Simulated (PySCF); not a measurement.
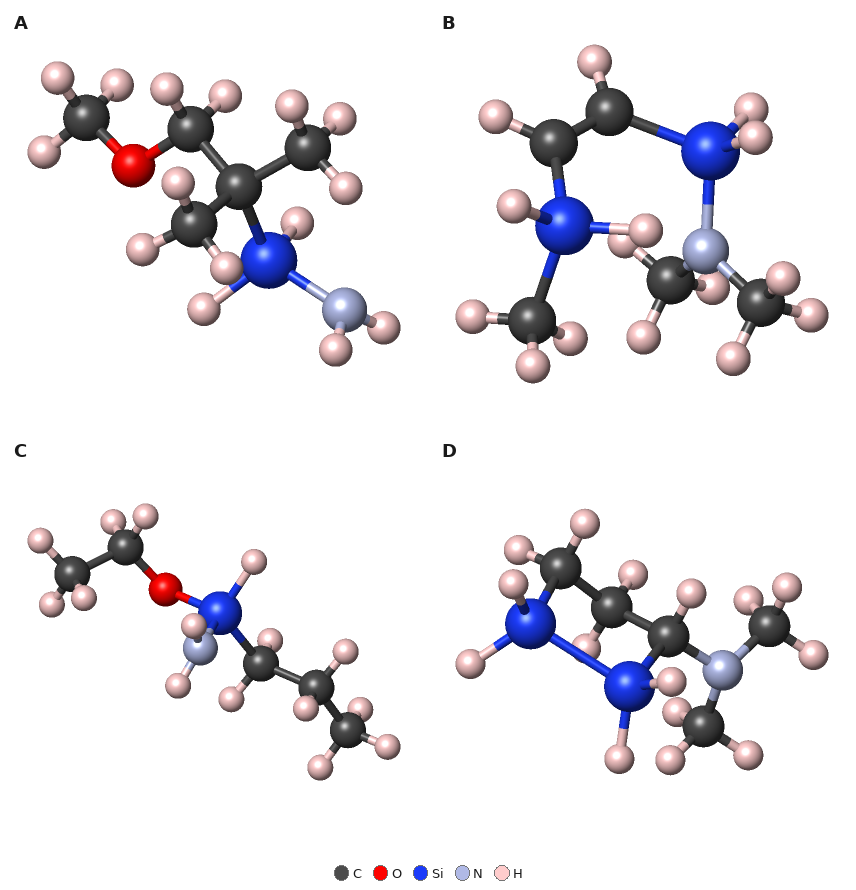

Source: calculation with PySCF.

```xyz
23
charge 0, multiplicity 1
C    -3.6931    0.8347    0.9239
C    -2.5771    0.3252    0.0248
C    -1.1796    0.6749    0.5324
Si    0.2121    0.0150   -0.5220
N     0.1283   -1.7082   -0.6052
O     1.5967    0.6421    0.1779
C     2.8880    0.4735   -0.3454
C     3.5842   -0.7359    0.2468
H    -3.6572    1.9319    1.0208
H    -3.6085    0.4139    1.9391
H    -4.6869    0.5662    0.5328
H    -2.7108    0.7338   -0.9925
H    -2.6569   -0.7695   -0.0886
H    -1.0525    1.7684    0.6175
H    -1.0330    0.2842    1.5565
H     0.1683    0.4595   -1.9513
H     0.5031   -2.2182   -1.3954
H     0.0985   -2.2841    0.2282
H     3.4661    1.3871   -0.1219
H     2.8611    0.3870   -1.4511
H     3.6262   -0.6532    1.3433
H     3.0354   -1.6567   -0.0028
H     4.6130   -0.8267   -0.1353
```

### Which picture belongs to the input above?

C. The file holds C5H15NOSi, `CCC[Si@H](N)OCC`.
